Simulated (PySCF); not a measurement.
# CH7BO2SSi: NMR shifts at several levels of theory

How much do the NMR shifts of CH7BO2SSi (`CS[SiH2]B(O)O`) depend on the level of theory, and what does each level cost?

Programs: PySCF 2.14.0, with density-fitted response routines of our own. Each step states its level of theory. These are calculated values for one molecule in the gas phase, unless marked as measured. Atoms count from 0, in the outputs and in this text.

## (1) The starting structure

13 atoms, charge 0, multiplicity 1; geometry from: PBE0-D3(BJ)/def2-SVP.

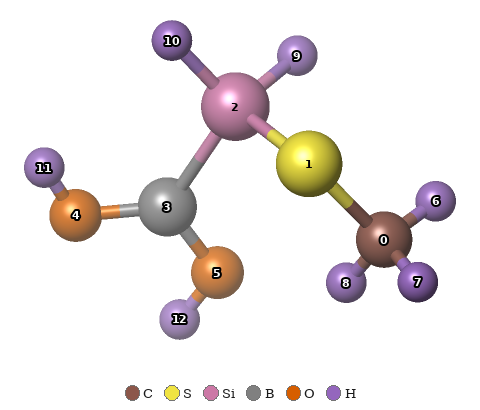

The starting geometry (carbon brown, sulfur yellow, silicon pink, boron grey, oxygen orange, hydrogen purple), atoms numbered.

## (2) Shielding tensors: PBE0/6-31G*

The job: settings as JSON, then the geometry in Å.

```
{"job": {"kind": "nmr", "xc": "PBE0", "basis": "6-31G*", "pop": true}, "charge": 0, "multiplicity": 1}
C      2.197078    -0.442781    -0.176421
S      1.496980     0.846531     0.908547
Si    -0.273964     1.336125    -0.211806
B     -1.461248    -0.314641    -0.328187
O     -2.679139    -0.441439     0.269081
O     -0.964015    -1.391025    -0.993289
H      2.590758    -0.004062    -1.104407
H      3.025331    -0.904986     0.377097
H      1.449749    -1.210922    -0.418558
H      0.083136     1.881535    -1.561976
H     -0.927782     2.427941     0.579985
H     -2.964102     0.346997     0.739260
H     -1.566006    -2.146479    -0.942707
```

With the program's defaults for keys left out, this is: GIAO PBE0/6-31G* NMR shielding, non-relativistic, gas phase.

Started as:

```
$ OMP_NUM_THREADS=1 python probes_run.py task.json out
```

This one command runs all jobs of the session in turn.

What it wrote:

```text
coarse grid: 11936 points
cycle   1  E = -904.7979475214  dE =  5.251e-01  |g| = 8.283e-01  |ddm| = 3.255e+00
cycle   2  E = -904.6752016484  dE =  1.227e-01  |g| = 1.158e+00  |ddm| = 1.397e+00
cycle   3  E = -904.9326369887  dE = -2.574e-01  |g| = 6.872e-02  |ddm| = 8.416e-01
cycle   4  E = -904.9337456133  dE = -1.109e-03  |g| = 1.981e-02  |ddm| = 9.388e-02
cycle   5  E = -904.9338582791  dE = -1.127e-04  |g| = 4.289e-03  |ddm| = 3.040e-02
cycle   6  E = -904.9338637042  dE = -5.425e-06  |g| = 1.162e-03  |ddm| = 7.261e-03
final grid: 106112 points
cycle   7  E = -904.8651771958  dE = -1.724e-05  |g| = 7.835e-03  |ddm| = 2.089e-02
cycle   8  E = -904.8651660354  dE =  1.116e-05  |g| = 1.037e-02  |ddm| = 1.598e-02
cycle   9  E = -904.8651928288  dE = -2.679e-05  |g| = 4.217e-04  |ddm| = 9.160e-03
cycle  10  E = -904.8651928685  dE = -3.974e-08  |g| = 1.415e-04  |ddm| = 5.107e-04
cycle  11  E = -904.8651928721  dE = -3.555e-09  |g| = 5.614e-05  |ddm| = 1.615e-04
cycle  12  E = -904.8651928728  dE = -7.581e-10  |g| = 1.284e-05  |ddm| = 6.373e-05
converged SCF energy = -904.8651928728

GIAO shielding tensors (ppm)
atom      isotropic    diamagn.    paramagn.     s11        s22        s33       span
  0 C      181.429     252.692     -71.262    171.183    174.119    198.987     27.804
  1 S      769.372    1057.075    -287.703    661.929    683.407    962.779    300.850
  2 Si     447.539     883.272    -435.733    415.985    433.508    493.124     77.139
  3 B       85.889     199.011    -113.122     72.580     78.696    106.390     33.810
  4 O      192.120     390.063    -197.943     61.692    254.676    259.993    198.300
  5 O      208.225     388.401    -180.176    102.826    247.588    274.261    171.435
  6 H       30.121      30.276      -0.155     25.032     27.710     37.621     12.589
  7 H       30.222      29.892       0.330     24.576     27.414     38.676     14.099
  8 H       29.519      31.280      -1.761     22.725     29.599     36.232     13.507
  9 H       27.355      29.438      -2.083     23.972     25.439     32.655      8.684
 10 H       27.641      29.731      -2.091     24.197     25.885     32.840      8.644
 11 H       27.812      28.443      -0.631     22.502     25.699     35.235     12.733
 12 H       28.024      27.362       0.661     23.184     24.042     36.845     13.661
```

It took 9.3 s on 1 thread of Arm Neoverse V2, shared host; peak memory 0.59 GiB.

Shifts follow as δ = σ(reference) − σ, with reference shieldings (ppm) from runs at the same level and on the same kind of geometry: ¹H TMS 31.96, ¹³C TMS 194.1, ²⁹Si TMS 418.1, ¹⁷O H2O 324.2, ¹¹B BF3·OEt2 112.3, ³³S CS2 546. The references are single molecules in the gas phase, so shifts against H2O, NH3, PH3, H3PO4 or CFCl3 are not on the usual liquid scales and can be off by tens of ppm. Atoms listed in one row are averaged.

```csv
atoms,environment,σ (ppm),δ (ppm)
C0,methyl carbon bonded to S,181.4,12.7
"H9, H10","hydrogen on a silicon bonded to B, S",27.50,4.47
"H11, H12",hydrogen on an oxygen bonded to B,27.92,4.05
"H6, H7, H8",hydrogen on a methyl carbon bonded to S,29.95,2.01
S1,"sulfur bonded to C, Si",769,-223
Si2,"silicon bonded to B, S, 2 H",447.5,-29.4
B3,"boron bonded to 2 O, Si",85.9,26.4
"O4, O5","oxygen bonded to B, H",200.2,124.0
```

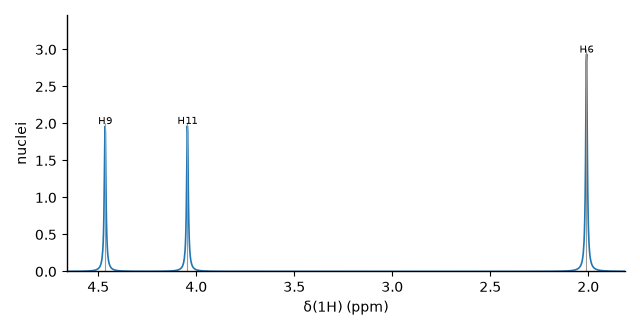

¹H lines at the computed shifts, without couplings. Lines are broadened to a width of 0.01 ppm (Lorentzian).

Charges from the same density, by scheme (e):

```csv
atoms,Mulliken,IAO,Hirshfeld,ESP fit
C0,-0.70,-0.50,-0.09,-0.38
S1,-0.13,-0.17,-0.14,-0.23
Si2,0.22,0.45,0.20,0.07
B3,0.39,0.28,0.15,0.46
"O4, O5",-0.60,-0.53,-0.24,-0.61
```

ESP fit charges:

C0 -0.38; S1 -0.23; Si2 0.07; B3 0.46; O4 -0.62; O5 -0.60; H6 0.16; H7 0.18; H8 0.14; H9 -0.02; H10 -0.03; H11 0.42; H12 0.45

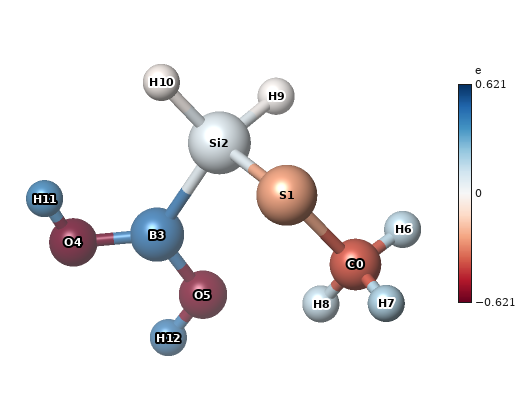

ESP fit charges, as colours on the atoms.

Mayer bond orders: C0–S1 0.98, S1–Si2 0.99, Si2–B3 0.92, B3–O4 1.18, B3–O5 1.20.

## (3) Shielding tensors: PBE0/6-311+G(2d,p)

The job, as its differences from that of step 2:

```diff
@@ -1,2 +1,2 @@
-{"job": {"kind": "nmr", "xc": "PBE0", "basis": "6-31G*", "pop": true}, "charge": 0, "multiplicity": 1}
+{"job": {"kind": "nmr", "xc": "PBE0", "basis": "6-311+G(2d,p)", "pop": true}, "charge": 0, "multiplicity": 1}
 C      2.197078    -0.442781    -0.176421
```

With the program's defaults for keys left out, this is: GIAO PBE0/6-311+G(2d,p) NMR shielding, non-relativistic, gas phase.

What it wrote:

```text
coarse grid: 11936 points
cycle   1  E = -904.8685734999  dE =  4.976e-01  |g| = 8.703e-01  |ddm| = 2.909e+00
cycle   2  E = -904.7024626063  dE =  1.661e-01  |g| = 1.292e+00  |ddm| = 1.370e+00
cycle   3  E = -905.0039524240  dE = -3.015e-01  |g| = 7.669e-02  |ddm| = 8.757e-01
cycle   4  E = -905.0050714265  dE = -1.119e-03  |g| = 2.743e-02  |ddm| = 9.974e-02
cycle   5  E = -905.0052513756  dE = -1.799e-04  |g| = 6.816e-03  |ddm| = 3.286e-02
cycle   6  E = -905.0052601846  dE = -8.809e-06  |g| = 2.630e-03  |ddm| = 8.962e-03
final grid: 106112 points
cycle   7  E = -905.0143520789  dE = -5.130e-05  |g| = 9.959e-03  |ddm| = 4.420e-02
cycle   8  E = -905.0143316358  dE =  2.044e-05  |g| = 1.387e-02  |ddm| = 1.405e-02
cycle   9  E = -905.0143699609  dE = -3.833e-05  |g| = 1.288e-03  |ddm| = 8.870e-03
cycle  10  E = -905.0143702054  dE = -2.445e-07  |g| = 4.831e-04  |ddm| = 1.030e-03
cycle  11  E = -905.0143702520  dE = -4.652e-08  |g| = 1.065e-04  |ddm| = 3.604e-04
cycle  12  E = -905.0143702541  dE = -2.149e-09  |g| = 2.366e-05  |ddm| = 1.056e-04
cycle  13  E = -905.0143702542  dE = -1.219e-10  |g| = 8.615e-06  |ddm| = 3.167e-05
converged SCF energy = -905.0143702542

GIAO shielding tensors (ppm)
atom      isotropic    diamagn.    paramagn.     s11        s22        s33       span
  0 C      172.082     246.431     -74.349    161.380    163.526    191.341     29.961
  1 S      720.184    1056.220    -336.036    614.723    632.968    912.862    298.139
  2 Si     400.838     880.566    -479.728    365.234    387.471    449.809     84.575
  3 B       73.422     186.391    -112.969     59.680     64.784     95.801     36.121
  4 O      181.615     388.605    -206.990     47.298    242.515    255.032    207.734
  5 O      193.310     393.449    -200.139     81.411    240.078    258.441    177.030
  6 H       29.493      30.034      -0.541     24.400     26.921     37.158     12.758
  7 H       29.572      28.809       0.763     24.115     26.966     37.636     13.521
  8 H       28.641      31.320      -2.680     22.107     28.346     35.470     13.363
  9 H       26.618      28.973      -2.356     23.056     24.856     31.942      8.886
 10 H       26.958      29.111      -2.153     23.752     25.309     31.814      8.062
 11 H       27.606      32.327      -4.722     21.975     25.472     35.369     13.394
 12 H       27.750      31.298      -3.548     22.718     23.789     36.744     14.026
```

Wall time 25 s (1 thread of Arm Neoverse V2, shared host); peak memory 0.96 GiB.

In short: δ C0 14.4, S1 -213, Si2 -56.4, B3 29.0, H9 4.72, H11 3.83 ppm (means over like atoms).

## (4) NMR shieldings: PBE0/def2-SVP

The job, as its differences from that of step 3:

```diff
@@ -1,2 +1,2 @@
-{"job": {"kind": "nmr", "xc": "PBE0", "basis": "6-311+G(2d,p)", "pop": true}, "charge": 0, "multiplicity": 1}
+{"job": {"kind": "nmr", "xc": "PBE0", "basis": "def2-SVP", "pop": true}, "charge": 0, "multiplicity": 1}
 C      2.197078    -0.442781    -0.176421
```

Level: GIAO PBE0/def2-SVP NMR shielding, non-relativistic, gas phase.

What it wrote:

```text
coarse grid: 11936 points
cycle   1  E = -904.3009021242  dE =  4.764e-01  |g| = 8.146e-01  |ddm| = 3.582e+00
cycle   2  E = -904.1771920362  dE =  1.237e-01  |g| = 1.150e+00  |ddm| = 1.633e+00
cycle   3  E = -904.4290923661  dE = -2.519e-01  |g| = 6.489e-02  |ddm| = 1.008e+00
cycle   4  E = -904.4300507460  dE = -9.584e-04  |g| = 1.845e-02  |ddm| = 9.659e-02
cycle   5  E = -904.4301435603  dE = -9.281e-05  |g| = 3.904e-03  |ddm| = 3.090e-02
cycle   6  E = -904.4301480117  dE = -4.451e-06  |g| = 9.108e-04  |ddm| = 6.701e-03
final grid: 106112 points
cycle   7  E = -904.5419555426  dE = -2.549e-05  |g| = 7.869e-03  |ddm| = 2.546e-02
cycle   8  E = -904.5419439750  dE =  1.157e-05  |g| = 1.064e-02  |ddm| = 1.589e-02
cycle   9  E = -904.5419700482  dE = -2.607e-05  |g| = 4.374e-04  |ddm| = 9.210e-03
cycle  10  E = -904.5419700893  dE = -4.105e-08  |g| = 1.538e-04  |ddm| = 5.949e-04
cycle  11  E = -904.5419700939  dE = -4.665e-09  |g| = 5.473e-05  |ddm| = 2.016e-04
cycle  12  E = -904.5419700947  dE = -7.904e-10  |g| = 1.341e-05  |ddm| = 7.259e-05
converged SCF energy = -904.5419700947

GIAO shielding tensors (ppm)
atom      isotropic    diamagn.    paramagn.     s11        s22        s33       span
  0 C      181.189     247.001     -65.812    170.576    173.102    199.889     29.313
  1 S      791.092    1057.211    -266.119    685.499    712.511    975.267    289.768
  2 Si     463.709     881.858    -418.149    423.838    454.738    512.552     88.714
  3 B       81.460     203.184    -121.724     65.347     74.196    104.837     39.490
  4 O      197.863     380.537    -182.675     62.701    263.886    267.000    204.299
  5 O      214.124     378.881    -164.757    105.600    252.770    284.002    178.402
  6 H       29.719      29.764      -0.045     24.568     26.977     37.613     13.045
  7 H       29.766      29.144       0.622     23.969     26.951     38.377     14.408
  8 H       28.927      31.180      -2.254     22.081     28.603     36.095     14.014
  9 H       26.856      30.031      -3.175     23.134     25.025     32.408      9.274
 10 H       27.085      30.405      -3.320     23.624     25.320     32.309      8.684
 11 H       27.109      31.596      -4.487     21.531     24.664     35.133     13.603
 12 H       27.347      28.933      -1.586     22.076     22.960     37.003     14.927
```

Wall time 10 s (1 thread of Arm Neoverse V2, shared host); peak memory 0.65 GiB.

Key values: δ C0 12.5, S1 -224, Si2 -56.5, B3 29.2, H9 4.37, H11 4.11 ppm (means over like atoms).

## (5) Shielding tensors: PBE0/def2-TZVP

The job, as its differences from that of step 4:

```diff
@@ -1,2 +1,2 @@
-{"job": {"kind": "nmr", "xc": "PBE0", "basis": "def2-SVP", "pop": true}, "charge": 0, "multiplicity": 1}
+{"job": {"kind": "nmr", "xc": "PBE0", "basis": "def2-TZVP", "pop": true}, "charge": 0, "multiplicity": 1}
 C      2.197078    -0.442781    -0.176421
```

Level: GIAO PBE0/def2-TZVP NMR shielding, non-relativistic, gas phase.

What it wrote:

```text
coarse grid: 11936 points
cycle   1  E = -904.8988110457  dE =  5.050e-01  |g| = 8.717e-01  |ddm| = 2.676e+00
cycle   2  E = -904.7386738183  dE =  1.601e-01  |g| = 1.289e+00  |ddm| = 1.238e+00
cycle   3  E = -905.0356578764  dE = -2.970e-01  |g| = 7.326e-02  |ddm| = 7.899e-01
cycle   4  E = -905.0367409132  dE = -1.083e-03  |g| = 2.722e-02  |ddm| = 8.880e-02
cycle   5  E = -905.0369219128  dE = -1.810e-04  |g| = 6.147e-03  |ddm| = 3.006e-02
cycle   6  E = -905.0369293870  dE = -7.474e-06  |g| = 2.397e-03  |ddm| = 6.250e-03
final grid: 106112 points
cycle   7  E = -905.0335557256  dE = -6.414e-05  |g| = 9.278e-03  |ddm| = 4.173e-02
cycle   8  E = -905.0335382346  dE =  1.749e-05  |g| = 1.285e-02  |ddm| = 1.192e-02
cycle   9  E = -905.0335716213  dE = -3.339e-05  |g| = 1.218e-03  |ddm| = 7.338e-03
cycle  10  E = -905.0335718434  dE = -2.221e-07  |g| = 4.369e-04  |ddm| = 8.245e-04
cycle  11  E = -905.0335718806  dE = -3.729e-08  |g| = 1.031e-04  |ddm| = 2.881e-04
cycle  12  E = -905.0335718827  dE = -2.067e-09  |g| = 2.353e-05  |ddm| = 7.099e-05
cycle  13  E = -905.0335718828  dE = -1.269e-10  |g| = 7.606e-06  |ddm| = 2.401e-05
converged SCF energy = -905.0335718828

GIAO shielding tensors (ppm)
atom      isotropic    diamagn.    paramagn.     s11        s22        s33       span
  0 C      172.777     246.202     -73.425    162.458    164.272    191.602     29.143
  1 S      713.049    1056.322    -343.273    601.498    623.727    913.921    312.423
  2 Si     391.302     879.926    -488.623    355.080    378.515    440.313     85.233
  3 B       73.643     194.530    -120.887     59.770     64.750     96.411     36.641
  4 O      182.929     386.297    -203.368     45.405    244.452    258.930    213.525
  5 O      194.712     384.785    -190.073     82.985    241.488    259.663    176.678
  6 H       29.572      29.657      -0.085     24.529     27.030     37.157     12.628
  7 H       29.654      28.734       0.920     24.221     27.042     37.701     13.480
  8 H       28.715      30.638      -1.923     22.242     28.330     35.572     13.329
  9 H       26.623      29.931      -3.309     23.074     24.867     31.926      8.851
 10 H       26.917      30.375      -3.458     23.729     25.217     31.806      8.077
 11 H       27.472      30.118      -2.646     21.880     25.334     35.202     13.322
 12 H       27.704      28.040      -0.335     22.706     23.752     36.655     13.949
```

Run time: 29 s. Hardware: 1 thread of Arm Neoverse V2, shared host; peak memory 0.92 GiB.

In short: δ C0 13.9, S1 -221, Si2 -59.7, B3 29.0, H9 4.71, H11 3.89 ppm (means over like atoms).

## (6) NMR shieldings: PBE0/cc-pVDZ

The job, as its differences from that of step 5:

```diff
@@ -1,2 +1,2 @@
-{"job": {"kind": "nmr", "xc": "PBE0", "basis": "def2-TZVP", "pop": true}, "charge": 0, "multiplicity": 1}
+{"job": {"kind": "nmr", "xc": "PBE0", "basis": "cc-pVDZ", "pop": true}, "charge": 0, "multiplicity": 1}
 C      2.197078    -0.442781    -0.176421
```

With the program's defaults for keys left out, this is: GIAO PBE0/cc-pVDZ NMR shielding, non-relativistic, gas phase.

What it wrote:

```text
coarse grid: 11936 points
cycle   1  E = -904.7865738848  dE =  5.564e-01  |g| = 8.233e-01  |ddm| = 6.573e+00
cycle   2  E = -904.6588977636  dE =  1.277e-01  |g| = 1.165e+00  |ddm| = 2.614e+00
cycle   3  E = -904.9171706557  dE = -2.583e-01  |g| = 6.722e-02  |ddm| = 1.488e+00
cycle   4  E = -904.9182223045  dE = -1.052e-03  |g| = 1.954e-02  |ddm| = 1.779e-01
cycle   5  E = -904.9183290861  dE = -1.068e-04  |g| = 4.382e-03  |ddm| = 5.442e-02
cycle   6  E = -904.9183345293  dE = -5.443e-06  |g| = 1.425e-03  |ddm| = 9.875e-03
final grid: 106112 points
cycle   7  E = -904.9303469653  dE = -2.249e-05  |g| = 7.624e-03  |ddm| = 4.766e-02
cycle   8  E = -904.9303347942  dE =  1.217e-05  |g| = 1.046e-02  |ddm| = 2.844e-02
cycle   9  E = -904.9303611993  dE = -2.641e-05  |g| = 6.913e-04  |ddm| = 1.614e-02
cycle  10  E = -904.9303612935  dE = -9.414e-08  |g| = 2.349e-04  |ddm| = 1.278e-03
cycle  11  E = -904.9303613043  dE = -1.080e-08  |g| = 6.357e-05  |ddm| = 3.546e-04
cycle  12  E = -904.9303613052  dE = -9.018e-10  |g| = 1.450e-05  |ddm| = 1.050e-04
converged SCF energy = -904.9303613052

GIAO shielding tensors (ppm)
atom      isotropic    diamagn.    paramagn.     s11        s22        s33       span
  0 C      182.544     247.424     -64.880    172.048    173.685    201.901     29.853
  1 S      776.242    1058.711    -282.469    668.610    695.783    964.334    295.725
  2 Si     464.716     885.147    -420.431    432.802    453.415    507.932     75.130
  3 B       84.797     203.992    -119.195     68.394     76.382    109.615     41.221
  4 O      195.943     379.650    -183.707     57.395    262.015    268.419    211.024
  5 O      213.808     377.123    -163.316    104.417    255.329    281.677    177.259
  6 H       29.536      29.889      -0.353     24.484     26.812     37.311     12.827
  7 H       29.602      29.048       0.555     23.905     26.824     38.079     14.174
  8 H       28.780      31.463      -2.683     22.085     28.593     35.663     13.578
  9 H       26.871      30.123      -3.251     23.113     24.969     32.532      9.420
 10 H       27.146      30.560      -3.413     23.633     25.279     32.527      8.894
 11 H       27.334      31.999      -4.665     21.761     25.017     35.224     13.463
 12 H       27.537      29.480      -1.943     22.350     23.151     37.109     14.759
```

It took 11 s on 1 thread of Arm Neoverse V2, shared host; peak memory 0.69 GiB.

Key values: δ C0 14.2, S1 -227, Si2 -46.1, B3 29.0, H9 4.28, H11 3.85 ppm (means over like atoms).

## (7) NMR shieldings: PBE0/cc-pVTZ

The job, as its differences from that of step 6:

```diff
@@ -1,2 +1,2 @@
-{"job": {"kind": "nmr", "xc": "PBE0", "basis": "cc-pVDZ", "pop": true}, "charge": 0, "multiplicity": 1}
+{"job": {"kind": "nmr", "xc": "PBE0", "basis": "cc-pVTZ", "pop": true}, "charge": 0, "multiplicity": 1}
 C      2.197078    -0.442781    -0.176421
```

With the program's defaults for keys left out, this is: GIAO PBE0/cc-pVTZ NMR shielding, non-relativistic, gas phase.

What it wrote:

```text
coarse grid: 11936 points
cycle   1  E = -904.8977031611  dE =  5.096e-01  |g| = 8.690e-01  |ddm| = 6.866e+00
cycle   2  E = -904.7449018231  dE =  1.528e-01  |g| = 1.278e+00  |ddm| = 2.645e+00
cycle   3  E = -905.0333733901  dE = -2.885e-01  |g| = 7.144e-02  |ddm| = 1.590e+00
cycle   4  E = -905.0344273913  dE = -1.054e-03  |g| = 2.596e-02  |ddm| = 1.581e-01
cycle   5  E = -905.0345951244  dE = -1.677e-04  |g| = 5.906e-03  |ddm| = 5.146e-02
cycle   6  E = -905.0346028422  dE = -7.718e-06  |g| = 2.410e-03  |ddm| = 1.066e-02
final grid: 106112 points
cycle   7  E = -905.0347818323  dE = -7.656e-05  |g| = 9.283e-03  |ddm| = 9.336e-02
cycle   8  E = -905.0347634213  dE =  1.841e-05  |g| = 1.316e-02  |ddm| = 2.840e-02
cycle   9  E = -905.0347987436  dE = -3.532e-05  |g| = 1.103e-03  |ddm| = 1.695e-02
cycle  10  E = -905.0347989332  dE = -1.896e-07  |g| = 4.250e-04  |ddm| = 1.696e-03
cycle  11  E = -905.0347989678  dE = -3.459e-08  |g| = 1.052e-04  |ddm| = 6.124e-04
cycle  12  E = -905.0347989701  dE = -2.346e-09  |g| = 2.147e-05  |ddm| = 1.469e-04
cycle  13  E = -905.0347989703  dE = -1.075e-10  |g| = 7.552e-06  |ddm| = 4.143e-05
converged SCF energy = -905.0347989703

GIAO shielding tensors (ppm)
atom      isotropic    diamagn.    paramagn.     s11        s22        s33       span
  0 C      173.297     243.597     -70.300    162.744    165.023    192.125     29.382
  1 S      746.973    1057.757    -310.784    639.395    663.066    938.457    299.062
  2 Si     417.045     888.773    -471.729    382.814    402.426    465.894     83.080
  3 B       73.994     195.714    -121.720     60.752     65.420     95.810     35.057
  4 O      181.827     378.686    -196.859     40.721    245.372    259.387    218.665
  5 O      196.774     379.905    -183.130     84.343    244.316    261.664    177.321
  6 H       29.377      29.795      -0.418     24.234     26.786     37.110     12.876
  7 H       29.433      29.142       0.291     23.892     26.731     37.676     13.784
  8 H       28.525      30.676      -2.151     21.927     28.136     35.511     13.584
  9 H       26.672      29.888      -3.216     23.078     24.882     32.055      8.977
 10 H       26.954      30.092      -3.138     23.693     25.201     31.968      8.276
 11 H       26.980      30.742      -3.762     21.223     24.599     35.117     13.894
 12 H       27.233      29.607      -2.374     22.006     23.006     36.688     14.682
```

It took 38 s on 1 thread of Arm Neoverse V2, shared host; peak memory 1.1 GiB.

In short: δ C0 14.0, S1 -222, Si2 -57.0, B3 28.8, H9 4.48, H11 4.18 ppm (means over like atoms).

(Part 1 of 2 ends here.)
